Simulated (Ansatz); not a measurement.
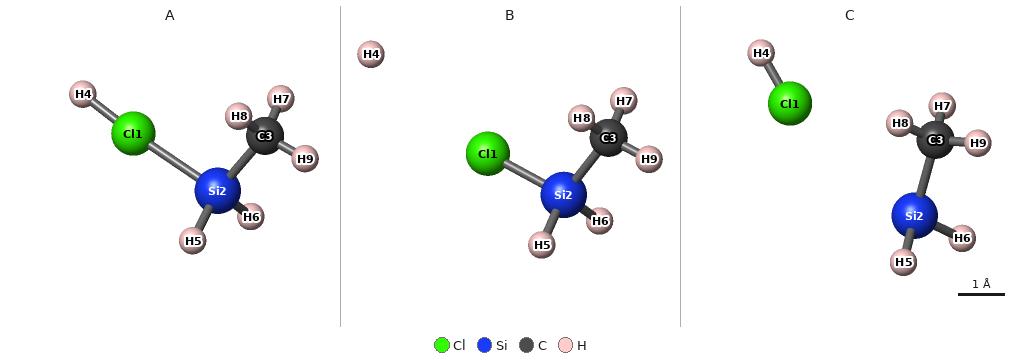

Three geometries of CH₆ClSi (multiplicity 2): a saddle point and the two minima that it joins, in shuffled order. The picture is a ball-and-stick view, seen at a tilt. Sticks join atoms that are closer than about 1.2 times the sum of their covalent radii (a little more with hydrogen).

Stationary points at PBE0-D4/def2-TZVP, single-point energies with CAM-B3LYP-D4 (def2-TZVPP where no basis is named; Ansatz 0.2.0). The energies are electronic, without zero-point or thermal terms, and both ends are the minima reached downhill from the saddle, with any fragments still in contact.

Question: Identify the saddle point and describe the reaction.

Answer: Frame A is the saddle point. Counted by bonded pieces, B holds CH₅ClSi + H and C holds CH₅Si + HCl. From B over the saddle to C, a bond forms: Cl1–H4 (3.52 → 1.48 → 1.28 Å). A bond breaks: Cl1–Si2 (2.06 → 2.39 → 3.83 Å). The saddle has one imaginary mode, 443i cm⁻¹. With CAM-B3LYP-D4 the barrier is 79.3 kJ/mol from B and 58.1 kJ/mol from C, and C lies 21.2 kJ/mol above B.

Limits of the set-up: the start holds two separate molecules, 3.5 Å apart at their closest, whose relative position is a soft coordinate.
